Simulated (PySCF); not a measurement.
# C2H3NOSi (SMILES N#C[SiH2]C=O): levels of theory compared

Wanted: a comparison of 6 runs (HF/STO-3G, HF/def2-SVP, TPSSh/3-21G, PBE0/def2-SVP, SVWN5/6-31G**, M06-2X/aug-cc-pVDZ) of C2H3NOSi. The job is set up through a Python script.

Program for the calculation: PySCF 2.14.0.

### Step 1. The molecule

C2H3NOSi: 8 atoms, total charge 0, spin state singlet. As SMILES, `N#C[SiH2]C=O`. The coordinates come from a GFN2-xTB relaxation. This is one conformer, not always the lowest.

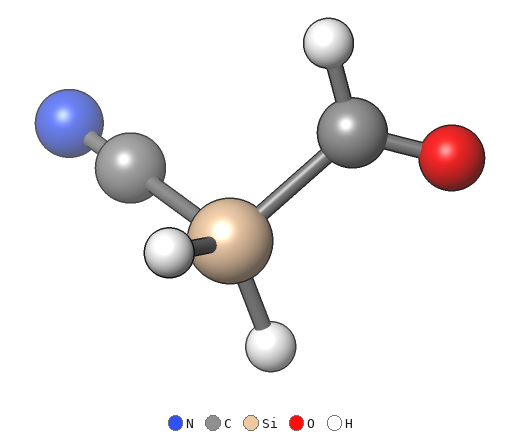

The structure, seen from a chosen angle (nitrogen blue, carbon grey, silicon light orange, oxygen red, hydrogen white).

### Step 2. Energy and forces at HF/STO-3G (run 1)

input.py reads:

```python
from pyscf import gto, scf

molecule = gto.Mole()
molecule.atom = [
    ('N', (-1.618340, -1.453970, 1.783830)),
    ('C', (-0.852400, -0.757080, 1.293620)),
    ('Si', (0.399020, 0.378190, 0.498650)),
    ('C', (0.157160, 0.086150, -1.388330)),
    ('O', (1.066670, -0.132910, -2.144340)),
    ('H', (-0.007570, 1.747870, 0.811940)),
    ('H', (1.736510, -0.006750, 0.928760)),
    ('H', (-0.881050, 0.138500, -1.784120)),
]
molecule.spin = 0
molecule.basis = 'sto-3g'
molecule.max_memory = 1860
molecule.charge = 0
molecule.verbose = 4
molecule.build()

mf = scf.RHF(molecule)
mf.conv_tol = 1e-10
mf.kernel()
if not mf.converged:
    mf = mf.newton().run(mf.mo_coeff, mf.mo_occ)

e_tot = mf.e_tot
print('E(%s) = %.9f' % ('HF', e_tot))
grad = mf.nuc_grad_method().kernel()
mf.analyze()
```

Started as:

```console
$ OMP_NUM_THREADS=1 python input.py
```

Output:

```text
PySCF version 2.14.0

[... 81 lines left out ...]
Nuclear Repulsion Energy =             179.875826126859096
[... 3 lines left out ...]
DFT Exchange-Correlation Energy =      -46.810876447661371
[... 5 lines left out ...]
MO #4   energy= -11.1023232815353  occ= 2
[... 3 lines left out ...]
MO #8   energy= -4.06055861629402  occ= 2
[... 3 lines left out ...]
MO #12  energy= -0.821659699484445 occ= 2
[... 3 lines left out ...]
MO #16  energy= -0.529280421554576 occ= 2
[... 3 lines left out ...]
MO #20  energy= -0.417070378340614 occ= 2
[... 3 lines left out ...]
MO #24  energy= 0.343296387117689  occ= 0
[... 3 lines left out ...]
MO #28  energy= 0.529411797680665  occ= 0
[... 3 lines left out ...]
MO #32  energy= 1.27767085689598   occ= 0
[... 4 lines left out ...]
pop of  0 N 2px           1.21628
pop of  0 N 2py           1.18428
pop of  0 N 2pz           1.10487
pop of  1 C 1s            1.99992
pop of  1 C 2s            1.17709
pop of  1 C 2px           1.01459
pop of  1 C 2py           1.00512
pop of  1 C 2pz           0.98394
pop of  2 Si 1s           2.00000
pop of  2 Si 2s           1.99982
pop of  2 Si 3s           1.09398
pop of  2 Si 2px          1.99888
pop of  2 Si 2py          1.99890
pop of  2 Si 2pz          1.99905
pop of  2 Si 3px          0.74754
pop of  2 Si 3py          0.75460
pop of  2 Si 3pz          0.73564
pop of  3 C 1s            1.99988
pop of  3 C 2s            1.13305
pop of  3 C 2px           0.96014
pop of  3 C 2py           0.91108
pop of  3 C 2pz           1.03376
pop of  4 O 1s            1.99991
pop of  4 O 2s            1.74524
pop of  4 O 2px           1.60459
pop of  4 O 2py           1.09984
pop of  4 O 2pz           1.67310
pop of  5 H 1s            1.11155
pop of  6 H 1s            1.10440
pop of  7 H 1s            0.98678
 ** Mulliken atomic charges  **
charge of    0N =     -0.12762
charge of    1C =     -0.18066
charge of    2Si =      0.67160
charge of    3C =     -0.03791
charge of    4O =     -0.12269
charge of    5H =     -0.11155
charge of    6H =     -0.10440
charge of    7H =      0.01322
Dipole moment(X, Y, Z, Debye):  1.40140,  2.45222, -0.24866
```

Run time: 2 s. Hardware: 1 thread of Intel Xeon at 2.70GHz, shared host; peak memory 0.12 GiB.

### Step 3. Energy and forces at HF/def2-SVP (run 2)

input.py reads:

```python
import pyscf.grad
from pyscf import gto, scf

molecule = gto.Mole()
molecule.atom = [
    ('N', (-1.618340, -1.453970, 1.783830)),
    ('C', (-0.852400, -0.757080, 1.293620)),
    ('Si', (0.399020, 0.378190, 0.498650)),
    ('C', (0.157160, 0.086150, -1.388330)),
    ('O', (1.066670, -0.132910, -2.144340)),
    ('H', (-0.007570, 1.747870, 0.811940)),
    ('H', (1.736510, -0.006750, 0.928760)),
    ('H', (-0.881050, 0.138500, -1.784120)),
]
molecule.spin = 0
molecule.verbose = 4
molecule.basis = 'def2-svp'
molecule.charge = 0
molecule.max_memory = 1860
molecule.build()

calc0 = scf.RHF(molecule)
calc0.conv_tol = 1e-10
calc0.kernel()
if not calc0.converged:
    calc0 = calc0.newton().run(calc0.mo_coeff, calc0.mo_occ)

energy = calc0.e_tot
print(f'total energy: {energy:.8f} hartree')
grad = calc0.Gradients().kernel()
calc0.analyze()
```

Started as:

```console
$ OMP_NUM_THREADS=1 python input.py
```

Output:

```text
PySCF version 2.14.0

[... 88 lines left out ...]
Two-electron Coulomb Energy =          409.739782222222232
[... 10 lines left out ...]
MO #8   energy= -4.30041299938233  occ= 2
[... 8 lines left out ...]
MO #17  energy= -0.571271728197697 occ= 2
[... 8 lines left out ...]
MO #26  energy= 0.1560265796971    occ= 0
[... 8 lines left out ...]
MO #35  energy= 0.565393600057838  occ= 0
[... 8 lines left out ...]
MO #44  energy= 0.811807441939478  occ= 0
[... 8 lines left out ...]
MO #53  energy= 1.13114143987223   occ= 0
[... 8 lines left out ...]
MO #62  energy= 1.71800105731856   occ= 0
[... 8 lines left out ...]
MO #71  energy= 2.06385088046738   occ= 0
[... 8 lines left out ...]
MO #80  energy= 2.90406544683747   occ= 0
[... 8 lines left out ...]
MO #89  energy= 3.97648497685021   occ= 0
[... 61 lines left out ...]
pop of  3 C 3dx2-y2       0.00329
pop of  4 O 1s            1.99997
pop of  4 O 2s            1.66369
pop of  4 O 3s            0.00889
pop of  4 O 2px           1.68029
pop of  4 O 2py           1.28384
pop of  4 O 2pz           1.73561
pop of  4 O 3px           0.00443
pop of  4 O 3py           0.00029
pop of  4 O 3pz           0.00522
pop of  4 O 3dxy          0.00189
pop of  4 O 3dyz          0.00139
pop of  4 O 3dz^2         0.00138
pop of  4 O 3dxz          0.00512
pop of  4 O 3dx2-y2       0.00208
pop of  5 H 1s            1.10239
pop of  5 H 2s            0.00406
pop of  5 H 2px           0.00052
pop of  5 H 2py           0.00482
pop of  5 H 2pz           0.00032
pop of  6 H 1s            1.09066
pop of  6 H 2s            0.00479
pop of  6 H 2px           0.00481
pop of  6 H 2py           0.00051
pop of  6 H 2pz           0.00055
pop of  7 H 1s            0.92299
pop of  7 H 2s            0.01069
pop of  7 H 2px           0.00198
pop of  7 H 2py           0.00002
pop of  7 H 2pz           0.00091
 ** Mulliken atomic charges  **
charge of    0N =     -0.16357
charge of    1C =     -0.16980
charge of    2Si =      0.75854
charge of    3C =      0.11894
charge of    4O =     -0.39408
charge of    5H =     -0.11211
charge of    6H =     -0.10133
charge of    7H =      0.06342
Dipole moment(X, Y, Z, Debye):  0.71284,  2.67333,  0.32542
```

It took 6 s on 1 thread of Intel Xeon at 2.70GHz, shared host; peak memory 0.18 GiB.

Runs 3 to 5 aren't shown in full; the table further down has their settings and results.

### Step 4. Energy and forces at M06-2X/aug-cc-pVDZ (run 6)

calc.py reads:

```python
import pyscf.grad
from pyscf import gto, dft

mol = gto.M(
    atom='''
N     -3.058219    -2.747605     3.370950
C     -1.610803    -1.430674     2.444588
Si     0.754039     0.714676     0.942312
C      0.296989     0.162800    -2.623563
O      2.015714    -0.251163    -4.052215
H     -0.014305     3.302996     1.534344
H      3.281528    -0.012756     1.755102
H     -1.664943     0.261727    -3.371498
''',
    charge=0,
    basis='aug-cc-pvdz',
    unit='bohr',
    max_memory=1860,
    verbose=4,
)

ks = dft.RKS(mol)
ks.xc = 'm06-2x'
ks.conv_tol = 1e-10
ks.grids.level = 5
ks.kernel()
if not ks.converged:
    ks = ks.newton().run(ks.mo_coeff, ks.mo_occ)

energy = ks.e_tot
print('Final energy', energy)
grad = ks.Gradients().kernel()
ks.analyze()
```

Started as:

```console
$ OMP_NUM_THREADS=1 python calc.py
```

Output:

```text
PySCF version 2.14.0

[... 108 lines left out ...]
MO #3   energy= -14.7900047515367  occ= 2
[... 12 lines left out ...]
MO #16  energy= -0.516849560234583 occ= 2
[... 12 lines left out ...]
MO #29  energy= 0.0191497983729279 occ= 0
[... 12 lines left out ...]
MO #42  energy= 0.143929907779058  occ= 0
[... 12 lines left out ...]
MO #55  energy= 0.293444959464803  occ= 0
[... 12 lines left out ...]
MO #68  energy= 0.45345905257716   occ= 0
[... 12 lines left out ...]
MO #81  energy= 0.676171829664587  occ= 0
[... 12 lines left out ...]
MO #94  energy= 0.919452364094901  occ= 0
[... 12 lines left out ...]
MO #107 energy= 1.32837236501831   occ= 0
[... 12 lines left out ...]
MO #120 energy= 1.72011899725747   occ= 0
[... 12 lines left out ...]
MO #133 energy= 2.27543277343531   occ= 0
[... 12 lines left out ...]
MO #146 energy= 3.70593185816227   occ= 0
[... 118 lines left out ...]
pop of  4 O 4dz^2         0.00004
pop of  4 O 4dxz          0.00047
pop of  4 O 4dx2-y2       0.00021
pop of  5 H 1s            1.04802
pop of  5 H 2s            0.00478
pop of  5 H 3s            0.00078
pop of  5 H 2px           0.00087
pop of  5 H 2py           0.00353
pop of  5 H 2pz           0.00053
pop of  5 H 3px           0.00078
pop of  5 H 3py           0.00046
pop of  5 H 3pz           0.00055
pop of  6 H 1s            1.04045
pop of  6 H 2s            0.00523
pop of  6 H 3s            0.00081
pop of  6 H 2px           0.00360
pop of  6 H 2py           0.00088
pop of  6 H 2pz           0.00081
pop of  6 H 3px           0.00050
pop of  6 H 3py           0.00076
pop of  6 H 3pz           0.00088
pop of  7 H 1s            0.91017
pop of  7 H 2s            0.00514
pop of  7 H 3s            0.00265
pop of  7 H 2px           0.00189
pop of  7 H 2py           0.00012
pop of  7 H 2pz           0.00160
pop of  7 H 3px           0.00188
pop of  7 H 3py           0.00036
pop of  7 H 3pz           0.00105
 ** Mulliken atomic charges  **
charge of    0N =     -0.16102
charge of    1C =     -0.14946
charge of    2Si =      0.60580
charge of    3C =      0.08412
charge of    4O =     -0.34035
charge of    5H =     -0.06029
charge of    6H =     -0.05391
charge of    7H =      0.07513
Dipole moment(X, Y, Z, Debye):  0.89662,  2.62899, -0.01808
```

It took 2.2 min on 1 thread of Intel Xeon at 2.70GHz, shared host; peak memory 1.7 GiB.

### Step 5. All runs side by side

```
run                                level  integration grid  energy (Eh)  dipole moment (D)  HOMO energy (eV)  LUMO energy (eV)  wall time
  1                            HF/STO-3G                 –  -489.707817               2.84             -8.61              7.23        2 s
  2                          HF/def2-SVP                 –  -495.445126               2.79            -11.39              2.09        6 s
  3                          TPSSh/3-21G                 5  -494.770475               2.48             -6.45             -2.19       32 s
  4                        PBE0/def2-SVP                 5  -496.827294               2.59             -7.56             -2.08       41 s
  5  SVWN5/6-31G** (spherical functions)                 5  -494.550035               2.62             -6.03             -3.30       21 s
  6                   M06-2X/aug-cc-pVDZ                 5  -497.367235               2.78             -9.11             -1.20    2.2 min
```

### Step 6. Results

```
                       quantity          value
            run 6: total energy  -497.36723 Eh
           run 6: dipole moment         2.78 D
             run 6: HOMO energy       -9.11 eV
             run 6: LUMO energy       -1.20 eV
           run 6: HOMO–LUMO gap        7.91 eV
run 6: largest force on an atom     1.619 eV/Å
```

The dipole moment (its size) runs from 2.48 D (TPSSh/3-21G) to 2.84 D (HF/STO-3G). The two ends differ in method and basis. The HOMO–LUMO gap runs from 2.73 eV (SVWN5/6-31G**) to 15.84 eV (HF/STO-3G). Totals of different functionals can't be ranked against each other. In run 1 the basis is minimal, so the values are rough. All runs together took 3.9 min, the longest 2.2 min.
